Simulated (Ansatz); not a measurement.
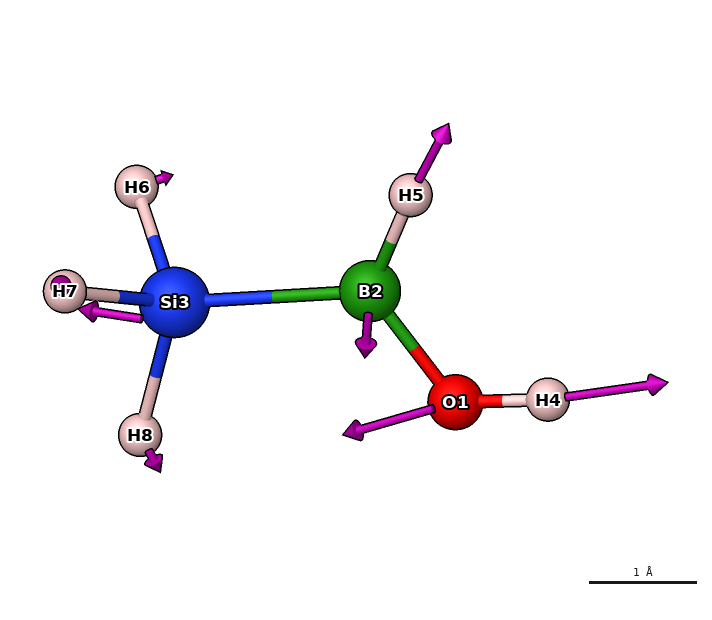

Arrows show the forces on the atoms, 0.7 Å of arrow for 1 eV/Å; forces under a tenth of the largest aren't drawn. Level of theory: CAM-B3LYP-D4/def2-TZVPP (Ansatz 0.2.0).

> Along which bond is the force strongest?

O1–H4, now 0.934 Å: the forces push its atoms apart, so a first step downhill lengthens it.

List the force components in the frame of the picture (x right, y up, z towards the viewer), in eV/Å.

| atom | Fx | Fy | Fz |
| --- | --- | --- | --- |
| O1 | −1.24 | −0.36 | −0.64 |
| B2 | −0.05 | −0.60 | −0.41 |
| Si3 | −0.88 | 0.14 | −0.37 |
| H4 | 1.39 | 0.20 | 0.63 |
| H5 | 0.41 | 0.78 | 0.56 |
| H6 | 0.25 | 0.08 | 0.01 |
| H7 | −0.05 | 0.07 | 0.38 |
| H8 | 0.16 | −0.30 | −0.16 |
